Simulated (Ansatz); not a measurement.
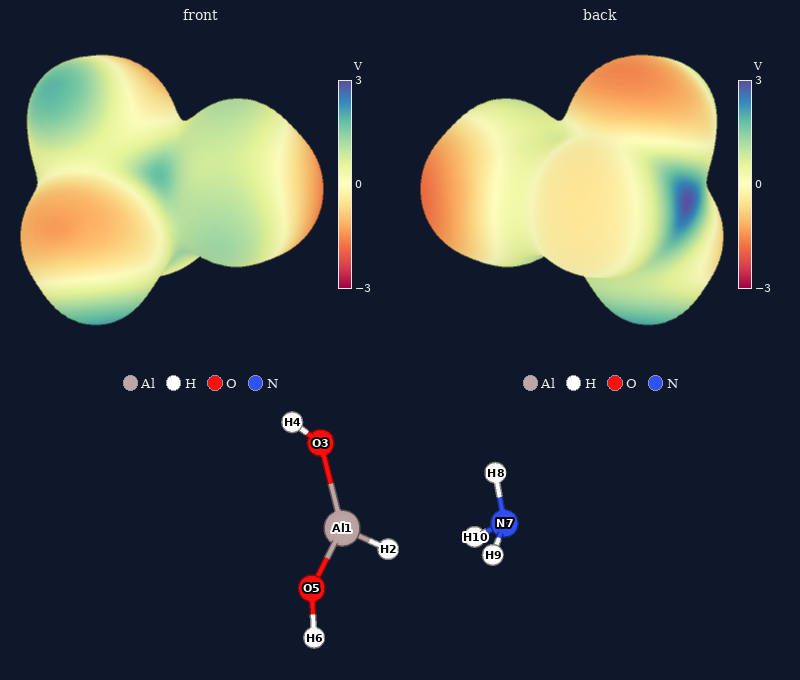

AlH3O2···NH3. The molecular electrostatic potential painted on the density surface at 0.001 e/bohr³, seen from the front and from behind; red is negative and blue positive. The bare structure is drawn below in the same view.

Not at a stationary point (largest force 1.4 eV/Å).

Computed with Ansatz 0.2.0, RHF/def2-SVP.

Input file:

```
crystal:
  periodic: [false, false, false]
  atoms:
    - { symbol: Al, position_ang: [0.0, 0.0, 0.0] }
    - { symbol: H, position_ang: [0.0, 0.0, 1.91] }
    - { symbol: O, position_ang: [1.5415, 0.0, -0.89] }
    - { symbol: H, position_ang: [1.8414, -0.9519, -1.0449] }
    - { symbol: O, position_ang: [-1.5415, 0.0, -0.89] }
    - { symbol: H, position_ang: [-2.0512, -0.8467, -0.6815] }
    - { symbol: "N", position_ang: [0.0995, 2.1044, 0.7] }
    - { symbol: H, position_ang: [0.493, 2.3259, 1.659] }
    - { symbol: H, position_ang: [-0.2465, 2.8877, 0.0753] }
    - { symbol: H, position_ang: [0.0486, 1.0269, 1.8385] }
basis:
  gaussian: { orbitals: def2-SVP }
hamiltonian:
  xc: hf
relax:
  f_tol: 0.15
  max_steps: 25
  restrain:
    - { distance: [0, 6], at: 3.12, k: 30.0 }
    - { distance: [9, 1], at: 1.86, k: 30.0 }
    - { distance: [0, 1], at: 1.56, k: 30.0 }
    - { distance: [9, 6], at: 1.06, k: 30.0 }
output:
  orbitals: {}
```

Run with:

```sh
ansatz run input.yaml --threads 1 --pin off --max-ram 2048MiB --backend cpu --events-out ev --progress --plain --runs-dir out
```

The fields are those of the run's last geometry, not of the input's.

Q: Describe the electrostatic potential map.

A: The most negative region (about −1.7 V) lies over N7, the most positive (about +2.7 V) over Al1. N7 is the likeliest acceptor of a hydrogen bond.
